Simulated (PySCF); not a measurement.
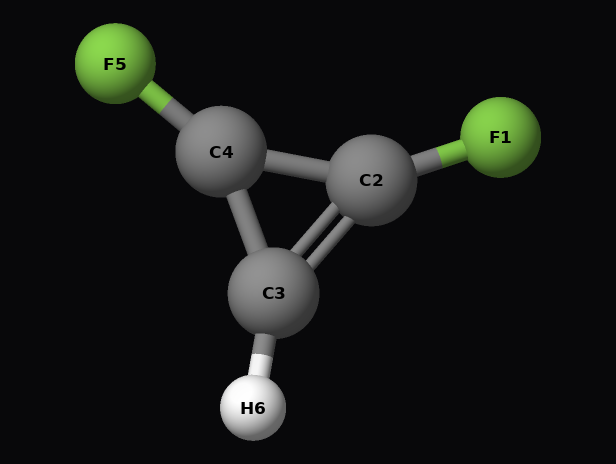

State: charge +1, singlet. The geometry was computed by an optimisation with GFN2-xTB. No frequency run is at hand to confirm it as a minimum. Level of theory: delta-SCF UKS SCAN, pcX-2 on the ionised atom, pcseg-1 elsewhere, spin-free X2C (PySCF 2.14.0).

Give the core-electron binding energies (to vacuum) of F1 1s, C2 1s, C3 1s.

```csv
atom,level,binding energy (eV)
F1,1s,701.9
C2,1s,303.1
C3,1s,300.6
```
